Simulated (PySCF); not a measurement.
Si(H)2(Br)(NH2), SMILES N[SiH2]Br at its B3LYP/def2-SVP optimised geometry (Å):

```
7

Si    -0.6216    -0.6888     0.0000
N      1.0981    -0.6888     0.0000
Br    -1.6042     1.3592     0.0000
H     -1.0896    -1.3584    -1.2383
H     -1.0893    -1.3592     1.2381
H      1.6035    -0.4082     0.8363
H      1.6042    -0.4050    -0.8347
```

Method: B3LYP/def2-TZVP in PySCF.

Map of the electrostatic potential (hartree/e), clipped to [-0.08, 0.12] on the plane z = 0.8 Å:

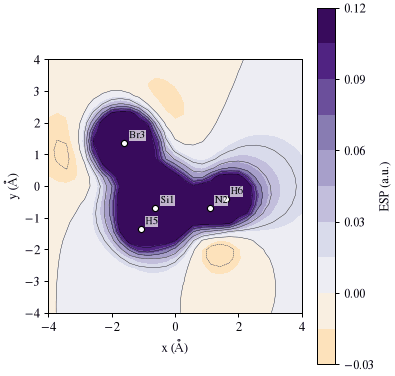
Figure. Electrostatic potential (hartree/e), clipped to [-0.08, 0.12] on the plane z = 0.8 Å.
